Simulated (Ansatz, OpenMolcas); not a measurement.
## How basis sets differ on SOF2 (thionyl fluoride)

SOF2, singlet, SMILES `O=S(F)F`. Each level relaxes the structure for itself.

Each level gives the zero-point energy at each level's own minimum (kJ/mol). The values are calculated.

```csv
level,kind,program,value (kJ/mol)
HF/STO-3G,Hartree–Fock,Ansatz,21.2
HF/3-21G,Hartree–Fock,Ansatz,24.7
HF/ANO-XS-VDZ (DKH2),Hartree–Fock,OpenMolcas,22.0
HF/6-31G* (Cartesian functions),Hartree–Fock,Ansatz,28.2
HF/cc-pVTZ,Hartree–Fock,OpenMolcas,28.6
```

Harmonic and unscaled. The values span 21.2 to 28.6 kJ/mol.

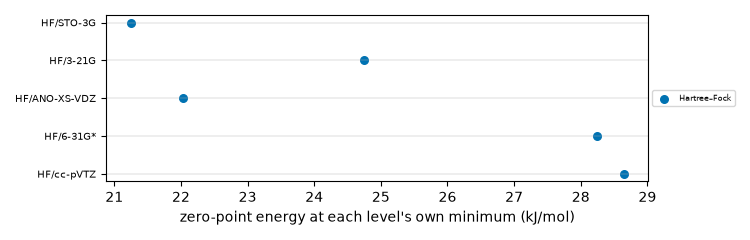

The values of the table, level by level.
